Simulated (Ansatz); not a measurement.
# How strongly the parts of twisted Ti3C2O2 MXene bilayer, 46.83° (266 atoms) bind, part 3 of 3

Aim: the interaction energy between the two parts of twisted Ti3C2O2 MXene bilayer, 46.83° (266 atoms) and its distance dependence.

Ansatz 0.2.0; Kohn-Sham DFT, PBE+D3(BJ), PAW (set soft_2), plane waves.

The cell: 114 Ti, 76 C and 76 O. The main run has no spin polarisation.

So far. Step 8 (Upper part moved by -0.3 Å): Upper part moved by -0.3 Å: the energy stands 0.712 eV above that of the reference.

## (9) Upper part moved by +0.8 Å

Another point of the curve.

Input file input.yaml:

```yaml
crystal:
  lattice:
    - [13.2511, 0.0, 0.0]
    - [-6.62555, 11.47579, 0.0]
    - [0.0, 0.0, 28.52]
  atoms:
    - { symbol: Ti, position: [0.05275, 0.63162, 0.33299] }
    - { symbol: C, position: [0.17573, 0.77198, 0.3764] }
    - { symbol: C, position: [0.19303, 0.6492, 0.28943] }
    - { symbol: Ti, position: [0.19303, 0.64921, 0.4222] }
    - { symbol: Ti, position: [0.17555, 0.77188, 0.24366] }
    - { symbol: O, position: [0.05298, 0.63152, 0.45375] }
    [... 254 atom lines left out ...]
    - { symbol: C, position: [0.32991, 0.70625, 0.73859] }
    - { symbol: C, position: [0.34723, 0.8463, 0.65161] }
    - { symbol: Ti, position: [0.34736, 0.84652, 0.78436] }
    - { symbol: Ti, position: [0.32979, 0.70609, 0.6058] }
    - { symbol: O, position: [0.4702, 0.82899, 0.81594] }
    - { symbol: O, position: [0.46991, 0.8286, 0.57421] }
kpoints:
  mp_grid: { grid: [3, 3, 1] }
hamiltonian:
  xc: pbe
  dispersion: d3bj
scf:
  occupations: { method: gaussian, width: 0.05 }
output:
  forces: true
  eigenvalues: true
```

Launch:

```sh
> ansatz run input.yaml --threads 5 --pin off --max-ram 81920MiB --backend cuda --events-out ev --progress --plain --runs-dir out
```

Numbers of over 12 decimals in the logs are rounded to 6 here.

The log of the run:

```text
[...]
GPU FFT provider: cuFFT
GPU libraries: cuBLAS 13.8.2, cuFFT 12.4.0, cuSOLVER 12.3.4
Crystal: 266 atoms, lattice volume = 4336.946 Å³
Basis set: ecut = 420 eV, 84779 PW (Γ), exchange–correlation on 180×180×384 points (8 copies of the dense FFT grid, shifted against one another)
Bands: 1330, of which v1, the nominal top of the filled ones, is band 1064 counted from 1 (1063 counted from 0)
Symmetry: 1 space group operations
[...]
k-points: 5 of 9 (time reversal used)
[...]
GPU buffer pool allocated for 1555200 grid points (all kernels)
[...]
SCF iter   1: F=—  HF=-347500.518489 eV  |F-HF|=—  |Δ(HF+E_count)|=         —  Δρ=7.10e-3  dr2=8.92e0  ethr=1.77e-3  ⟨swp⟩=6.0  Hψ=27857  notcnv=0  defer=493
[...]
SCF iter   3: F=—  HF=-347499.685323 eV  |F-HF|=—  |Δ(HF+E_count)|=   5.21e-1  Δρ=1.69e-3  dr2=2.43e-1  ethr=2.50e-4  ⟨swp⟩=2.2  Hψ=7778  notcnv=0  defer=743
automatic band count: iteration 3 solves 1233 bands in place of 1330: the levels show a gap, and the empty bands left out lie too high to hold charge; the band table lists the bands solved (type scf.n_extra_bands for more)
SCF iter   4: F=—  HF=-347499.654943 eV  |F-HF|=—  |Δ(HF+E_count)|=   3.04e-2  Δρ=4.81e-4  dr2=1.11e-2  ethr=1.14e-5  ⟨swp⟩=4.4  Hψ=13599  notcnv=0  defer=1224
[...]
SCF iter  10: F=-347499.668694 eV  HF=-347499.668694 eV  |F-HF|=2.62e-9  |Δ(HF+E_count)|=   1.42e-7  Δρ=5.76e-7  dr2=1.82e-8  ethr=4.70e-12  ⟨swp⟩=3.0  Hψ=15016  notcnv=0
SCF 1 converged in 10 iterations: F = -347499.668694 eV  dr2 = 1.82e-8
[...]
SCF converged after 10 iterations
Free energy (F): -347499.668694 eV
[...]
Internal energy: -347499.605415 eV  (E = F + TS)
E sigma→0 (E₀):  -347499.637054 eV
Entropy (-TS):   -0.063279 eV (-0.238 meV/atom)
Fermi energy:    6.007883 eV
[...]
Σ components = -347499.668694   (vs F -347499.668694, Δ=0.00e0)
--- Forces (eV/Å), atoms counted from 1 ---
  atom   1  Ti    -0.00336907    -0.00424428    -0.00905263
  atom   2  C      0.00087842     0.00779893    -0.01182966
  atom   3  C      0.00677538     0.01115008    -0.00428961
  atom   4  Ti     0.00139330    -0.00395539     0.02100627
[...]
atom 266  O      0.00166966     0.03054158    -0.05498155
  max |Σ_I F_I| component: 1.57e-5 eV/Å
--- Band table (eV; the first three rows and the last of 5) ---
[...]
```

Elapsed: 36 s, on 1 × NVIDIA H100 80GB HBM3 with 5 threads of AMD EPYC 7R13 (Zen 3), shared host; peak memory 4.1 GiB; 42 s of CPU time.

Upper part moved by +0.8 Å: the energy stands 1.48 eV above that of the reference.

## (10) Upper part moved by +1.6 Å

Another point of the curve.

Input and log are left out; they have the form of those shown for this kind of step.

Run time: 61 s. Hardware: 1 × NVIDIA H100 80GB HBM3 with 5 threads of AMD EPYC 7R13 (Zen 3), shared host; peak memory 4.1 GiB; 1.9 min of CPU time.

The program notes that the band table was not solved further than the SCF left it. Further notices: missing band search inconclusive.

Upper part moved by +1.6 Å: the energy stands 2.90 eV above that of the reference.

## (11) Upper part moved by +3 Å

Another point of the curve.

Input and log are left out; they have the form of those shown for this kind of step.

Run time: 49 s. Hardware: 1 × NVIDIA H100 80GB HBM3 with 5 threads of AMD EPYC 7R13 (Zen 3), shared host; peak memory 4.1 GiB.

Upper part moved by +3 Å: the energy stands 4.02 eV above that of the reference.

## (12) Whole cell, PBE

The three cells are solved again with another functional, at the same geometry, to see how much of the binding hangs on it.

This step: Kohn-Sham DFT, PBE, PAW (set soft_2), plane waves.

input.yaml, the sections that differ from step 9:

```yaml
crystal:
  lattice:
    - [13.2511, 0.0, 0.0]
    - [-6.62555, 11.47579, 0.0]
    - [0.0, 0.0, 28.52]
  atoms:
    [... the 266 atom lines of step 4 ...]
hamiltonian:
  xc: pbe
output:
  forces: true
# kpoints, scf: as in step 9
```

The log of the run:

```text
[...]
GPU FFT provider: cuFFT
GPU libraries: cuBLAS 13.8.2, cuFFT 12.4.0, cuSOLVER 12.3.4
Crystal: 266 atoms, lattice volume = 4336.946 Å³
Basis set: ecut = 420 eV, 84779 PW (Γ), exchange–correlation on 180×180×384 points (8 copies of the dense FFT grid, shifted against one another)
Bands: 1330, of which v1, the nominal top of the filled ones, is band 1064 counted from 1 (1063 counted from 0)
Symmetry: 1 space group operations
[...]
k-points: 5 of 9 (time reversal used)
[...]
GPU buffer pool allocated for 1555200 grid points (all kernels)
[...]
SCF iter   1: F=—  HF=-347418.820654 eV  |F-HF|=—  |Δ(HF+E_count)|=         —  Δρ=6.87e-3  dr2=8.10e0  ethr=1.77e-3  ⟨swp⟩=6.0  Hψ=27652  notcnv=0  defer=498
[...]
SCF iter   9: F=—  HF=-347418.113513 eV  |F-HF|=—  |Δ(HF+E_count)|=   3.15e-6  Δρ=2.25e-6  dr2=1.46e-7  ethr=1.07e-10  ⟨swp⟩=3.0  Hψ=10417  notcnv=0  defer=1244
SCF iter  10: F=-347418.113514 eV  HF=-347418.113514 eV  |F-HF|=1.51e-7  |Δ(HF+E_count)|=   9.62e-7  Δρ=8.31e-7  dr2=1.80e-8  ethr=4.70e-12  ⟨swp⟩=4.0  Hψ=17225  notcnv=0
SCF 1 converged in 10 iterations: F = -347418.113514 eV  dr2 = 1.80e-8
[...]
SCF converged after 10 iterations
Free energy (F): -347418.113514 eV
[...]
Internal energy: -347418.053109 eV  (E = F + TS)
E sigma→0 (E₀):  -347418.083311 eV
Entropy (-TS):   -0.060405 eV (-0.227 meV/atom)
Fermi energy:    6.025533 eV
[...]
Σ components = -347418.113514   (vs F -347418.113514, Δ=0.00e0)
--- Forces (eV/Å), atoms counted from 1 ---
  atom   1  Ti    -0.00268979    -0.00359179    -0.02237782
  atom   2  C      0.00102475     0.00717863     0.01968482
  atom   3  C      0.00609959     0.01092956    -0.03387954
  atom   4  Ti     0.00377998    -0.00248132     0.04604087
[...]
atom 266  O     -0.00183799     0.00735397    -0.01612104
  max |Σ_I F_I| component: 1.15e-6 eV/Å
```

The job ended after 35 s (1 × NVIDIA H100 80GB HBM3 with 5 threads; peak memory 2.2 GiB).

## (13) Lower part, PBE

A part alone at that level.

input.yaml, as its differences from that of step 12:

```diff
@@ -6,3 +6,3 @@
   atoms:
-    [... the 266 atom lines of step 4 ...]
+    [... the 133 atom lines of step 5 ...]
 kpoints:
```

The log of the run:

```text
[...]
GPU FFT provider: cuFFT
GPU libraries: cuBLAS 13.8.2, cuFFT 12.4.0, cuSOLVER 12.3.4
Crystal: 133 atoms, lattice volume = 4336.946 Å³
Basis set: ecut = 420 eV, 84779 PW (Γ), exchange–correlation on 180×180×384 points (8 copies of the dense FFT grid, shifted against one another)
Bands: 665, of which v1, the nominal top of the filled ones, is band 532 counted from 1 (531 counted from 0)
Symmetry: 1 space group operations
[...]
k-points: 5 of 9 (time reversal used)
[...]
GPU buffer pool allocated for 1555200 grid points (all kernels)
[...]
SCF iter   1: F=—  HF=-173709.941386 eV  |F-HF|=—  |Δ(HF+E_count)|=         —  Δρ=5.03e-3  dr2=4.32e0  ethr=1.77e-3  ⟨swp⟩=6.0  Hψ=14145  notcnv=0  defer=179
[...]
SCF iter   9: F=-173709.519132 eV  HF=-173709.519131 eV  |F-HF|=9.19e-7  |Δ(HF+E_count)|=   1.18e-6  Δρ=1.05e-6  dr2=3.66e-8  ethr=9.40e-12  ⟨swp⟩=5.2  Hψ=11202  notcnv=0
SCF 1 converged in 9 iterations: F = -173709.519132 eV  dr2 = 3.66e-8
[...]
SCF converged after 9 iterations
Free energy (F): -173709.519132 eV
[...]
Internal energy: -173709.489573 eV  (E = F + TS)
E sigma→0 (E₀):  -173709.504353 eV
Entropy (-TS):   -0.029560 eV (-0.222 meV/atom)
Fermi energy:    0.054089 eV
[...]
--- Forces (eV/Å), atoms counted from 1 ---
  atom   1  Ti    -0.00347857    -0.00461734    -0.01954362
  atom   2  C      0.00097075     0.00827820     0.01884528
  atom   3  C      0.00698247     0.01141107    -0.04360729
  atom   4  Ti     0.00009181    -0.00559468     0.11071632
  atom   5  Ti    -0.00903755    -0.00650140    -0.16408260
  atom   6  O     -0.03394771     0.02187079     0.08756201
  atom   7  O      0.00383363     0.02155453    -0.05769999
  atom   8  Ti     0.00247151     0.00030972    -0.01121143
  atom   9  C     -0.00404994    -0.00078830     0.02430009
  atom  10  C      0.00101489     0.00234576    -0.04047929
  atom  11  Ti    -0.01086896     0.00188772     0.12625680
  atom  12  Ti     0.00225287     0.00010442    -0.15591019
  atom  13  O     -0.07103427    -0.01883201     0.18524269
  atom  14  O      0.00621273    -0.00181668    -0.07175199
[...]
atom 132  O      0.02943313     0.03814198     0.09589133
  atom 133  O      0.01413640     0.00194469    -0.05197210
  max |Σ_I F_I| component: 3.82e-5 eV/Å
```

Elapsed: 14 s, on 1 × NVIDIA H100 80GB HBM3 with 5 threads; peak memory 3 GiB.

## (14) Upper part, PBE

A part alone at that level.

input.yaml, as its differences from that of step 13:

```diff
@@ -6,3 +6,3 @@
   atoms:
-    [... the 133 atom lines of step 5 ...]
+    [... the 133 atom lines of step 6 ...]
 kpoints:
```

The log of the run:

```text
[...]
GPU FFT provider: cuFFT
GPU libraries: cuBLAS 13.8.2, cuFFT 12.4.0, cuSOLVER 12.3.4
Crystal: 133 atoms, lattice volume = 4336.946 Å³
Basis set: ecut = 420 eV, 84779 PW (Γ), exchange–correlation on 180×180×384 points (8 copies of the dense FFT grid, shifted against one another)
Bands: 665, of which v1, the nominal top of the filled ones, is band 532 counted from 1 (531 counted from 0)
Symmetry: 1 space group operations
[...]
k-points: 5 of 9 (time reversal used)
[...]
GPU buffer pool allocated for 1555200 grid points (all kernels)
[...]
SCF iter   1: F=—  HF=-173709.941250 eV  |F-HF|=—  |Δ(HF+E_count)|=         —  Δρ=5.03e-3  dr2=4.32e0  ethr=1.77e-3  ⟨swp⟩=6.2  Hψ=14151  notcnv=0  defer=179
[...]
SCF iter   9: F=-173709.518782 eV  HF=-173709.518781 eV  |F-HF|=9.32e-7  |Δ(HF+E_count)|=   1.15e-6  Δρ=1.07e-6  dr2=3.86e-8  ethr=9.40e-12  ⟨swp⟩=5.0  Hψ=11214  notcnv=0
SCF 1 converged in 9 iterations: F = -173709.518782 eV  dr2 = 3.86e-8
[...]
SCF converged after 9 iterations
Free energy (F): -173709.518782 eV
[...]
Internal energy: -173709.489262 eV  (E = F + TS)
E sigma→0 (E₀):  -173709.504022 eV
Entropy (-TS):   -0.029519 eV (-0.222 meV/atom)
Fermi energy:    0.055072 eV
[...]
Σ components = -173709.518782   (vs F -173709.518782, Δ=0.00e0)
--- Forces (eV/Å), atoms counted from 1 ---
  atom   1  Ti     0.00080603    -0.00110273     0.02898567
  atom   2  C      0.00571669     0.00828274     0.05662340
  atom   3  C     -0.00269953     0.00101827    -0.02423978
  atom   4  Ti    -0.00712975    -0.00585950     0.13925443
[...]
atom 133  O      0.00155477     0.03289444    -0.07451808
  max |Σ_I F_I| component: 4.04e-5 eV/Å
```

Wall time 14 s (1 × NVIDIA H100 80GB HBM3 with 5 threads); peak memory 3 GiB.

At this level the whole less its parts is 0.924 eV.

## (15) Whole cell, revPBE+D3(BJ)

The three cells are solved again with another functional, at the same geometry, to see how much of the binding hangs on it.

This step: Kohn-Sham DFT, revPBE+D3(BJ), PAW (set soft_2), plane waves.

Input and log are left out; they have the form of those shown for this kind of step.

Run time: 34 s. Hardware: 1 × NVIDIA H100 80GB HBM3 with 5 threads of AMD EPYC 7R13 (Zen 3), shared host; peak memory 2.2 GiB.

## (16) Lower part, revPBE+D3(BJ)

A part alone at that level.

Input and log are left out; they have the form of those shown for this kind of step.

Run time: 12 s. Hardware: 1 × NVIDIA H100 80GB HBM3 with 5 threads of AMD EPYC 7R13 (Zen 3), shared host; peak memory 2 GiB.

## (17) Upper part, revPBE+D3(BJ)

A part alone at that level.

Input and log are left out; they have the form of those shown for this kind of step.

It took 12 s on 1 × NVIDIA H100 80GB HBM3 with 5 threads of AMD EPYC 7R13 (Zen 3), shared host; peak memory 2 GiB.

At this level the whole less its parts is -8.198 eV.

## (18) Whole cell, r2SCAN+D4

The three cells are solved again with another functional, at the same geometry, to see how much of the binding hangs on it.

This step: Kohn-Sham DFT, r2SCAN+D4, PAW (set soft_2), plane waves.

Input and log are left out; they have the form of those shown for this kind of step.

Wall time 70 s (1 × NVIDIA H100 80GB HBM3 with 5 threads of AMD EPYC 7R13 (Zen 3), shared host); peak memory 2.6 GiB; 84 s of CPU time.

## (19) Lower part, r2SCAN+D4

A part alone at that level.

Input and log are left out; they have the form of those shown for this kind of step.

The job ended after 25 s (1 × NVIDIA H100 80GB HBM3 with 5 threads of AMD EPYC 7R13 (Zen 3), shared host; peak memory 2.5 GiB).

## (20) Upper part, r2SCAN+D4

A part alone at that level.

Input and log are left out; they have the form of those shown for this kind of step.

The job ended after 26 s (1 × NVIDIA H100 80GB HBM3 with 5 threads of AMD EPYC 7R13 (Zen 3), shared host; peak memory 2.5 GiB; 33 s of CPU time).

At this level the whole less its parts is -2.425 eV.

## (21) Interaction energy

Whole cell less its two parts, each frozen at the geometry of the whole and solved in the same cell with the same functional, so that energy zeros cancel. The upper part is 'layer 2' and the lower part 'layer 1'. The nearest atoms of the two parts stand 2.70 Å apart. The face is 152.1 Å².

```csv
functional,interaction energy (eV),"of it, the added dispersion term (eV)",per area (meV/Å²),per area (J/m²),per atom of the upper part (meV)
PBE+D3(BJ),-5.276,-6.201,-34.7,-0.56,-39.7
PBE,0.924,-,6.1,0.10,7.0
revPBE+D3(BJ),-8.198,-10.320,-53.9,-0.86,-61.6
r2SCAN+D4,-2.425,-2.185,-15.9,-0.26,-18.2
```

## (22) Energy against separation

The upper part is moved rigidly along the normal from its place in the reference.

```csv
shift (Å),energy change (eV),per area (meV/Å²),share of the binding lost (%)
-0.3,0.712,4.68,-
+0.0,0.000,0.00,-
+0.3,0.362,2.38,7
+0.8,1.478,9.72,28
+1.6,2.903,19.09,55
+3.0,4.016,26.41,76
```

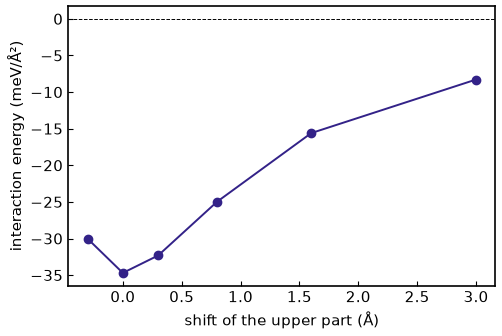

Interaction energy against the shift of the upper part; zero is the parts apart.

## (23) Levels of whole and parts

```csv
cell,level spacing (eV),"vacuum level at the upper face, over the highest filled level, or over E_F where no gap is given (eV)",moment (μB)
whole,-,5.89,no spin
lower part,-,5.89,no spin
upper part,-,5.91,no spin
```

A dash marks a cell without a clear gap, or without a flat potential in the vacuum.

## (24) Outcome

The parts bind with 34.7 meV/Å² (5.28 eV for the cell) at the level PBE+D3(BJ), the size of van der Waals binding between sheets. The added dispersion term contributes -6.201 eV, the functional itself 0.924 eV. At this one geometry the functionals range from -53.9 (revPBE+D3(BJ)) to 6.1 meV/Å² (PBE). The curvature over ±0.3 Å is 1.3×10²⁰ N/m³, and the energy rises faster on the near side. At +3.0 Å, 76 % of the binding is lost; the shift also narrows the vacuum to the periodic image.

**Limits.** The functionals run at their own default cutoffs. The parts are frozen, so the energy of their deformation isn't counted. No correction is made for dipoles across the vacuum, and the parts also feel their periodic images through it.

The DFT runs together took 11 min of wall time.

[Logs are printed without paths, hosts, clocks, repeated set-up lines and the standing remarks that a program may print on its own settings, such as how far it seeks lower states.]

[Hosts, paths, dates, database ids (printed as entryN), source tags and the programs' standing remarks are cut or masked in the printed files.]
